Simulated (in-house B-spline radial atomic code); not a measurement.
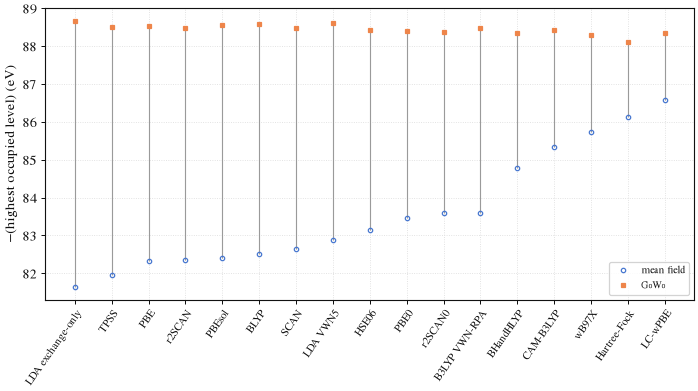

Binding energy of the highest level (5s↑) of I⁶⁺ ([Kr] 4d¹⁰ 5s) on 17 mean-field starts and after G₀W₀. All-electron spherical atom, scalar X2C, no spin-orbit coupling, Breit or QED terms; computed with a B-spline radial code.

Describe the starting-point dependence.

Answer. The mean-field values spread from 81.65 eV (LDA exchange-only) to 86.58 eV (LC-wPBE); after G₀W₀ they lie between 88.11 eV (Hartree-Fock) and 88.66 eV (LDA exchange-only), so the spread shrinks from 4.94 to 0.55 eV.

```json
{"Start": "LDA exchange-only", "Mean field (eV)": "81.65", "G₀W₀ (eV)": "88.66", "RPA correlation (hartree)": "−3.802"}
{"Start": "TPSS", "Mean field (eV)": "81.96", "G₀W₀ (eV)": "88.52", "RPA correlation (hartree)": "−3.784"}
{"Start": "PBE", "Mean field (eV)": "82.33", "G₀W₀ (eV)": "88.53", "RPA correlation (hartree)": "−3.797"}
{"Start": "r2SCAN", "Mean field (eV)": "82.35", "G₀W₀ (eV)": "88.47", "RPA correlation (hartree)": "−3.749"}
{"Start": "PBEsol", "Mean field (eV)": "82.39", "G₀W₀ (eV)": "88.55", "RPA correlation (hartree)": "−3.799"}
{"Start": "BLYP", "Mean field (eV)": "82.51", "G₀W₀ (eV)": "88.58", "RPA correlation (hartree)": "−3.799"}
{"Start": "SCAN", "Mean field (eV)": "82.64", "G₀W₀ (eV)": "88.49", "RPA correlation (hartree)": "−3.747"}
{"Start": "LDA VWN5", "Mean field (eV)": "82.88", "G₀W₀ (eV)": "88.61", "RPA correlation (hartree)": "−3.803"}
{"Start": "HSE06", "Mean field (eV)": "83.14", "G₀W₀ (eV)": "88.44", "RPA correlation (hartree)": "−3.728"}
{"Start": "PBE0", "Mean field (eV)": "83.47", "G₀W₀ (eV)": "88.40", "RPA correlation (hartree)": "−3.723"}
{"Start": "r2SCAN0", "Mean field (eV)": "83.58", "G₀W₀ (eV)": "88.38", "RPA correlation (hartree)": "−3.690"}
{"Start": "B3LYP VWN-RPA", "Mean field (eV)": "83.58", "G₀W₀ (eV)": "88.48", "RPA correlation (hartree)": "−3.739"}
{"Start": "BHandHLYP", "Mean field (eV)": "84.77", "G₀W₀ (eV)": "88.34", "RPA correlation (hartree)": "−3.655"}
{"Start": "CAM-B3LYP", "Mean field (eV)": "85.33", "G₀W₀ (eV)": "88.41", "RPA correlation (hartree)": "−3.713"}
{"Start": "wB97X", "Mean field (eV)": "85.73", "G₀W₀ (eV)": "88.29", "RPA correlation (hartree)": "−3.701"}
{"Start": "Hartree-Fock", "Mean field (eV)": "86.12", "G₀W₀ (eV)": "88.11", "RPA correlation (hartree)": "−3.528"}
{"Start": "LC-wPBE", "Mean field (eV)": "86.58", "G₀W₀ (eV)": "88.34", "RPA correlation (hartree)": "−3.719"}
```
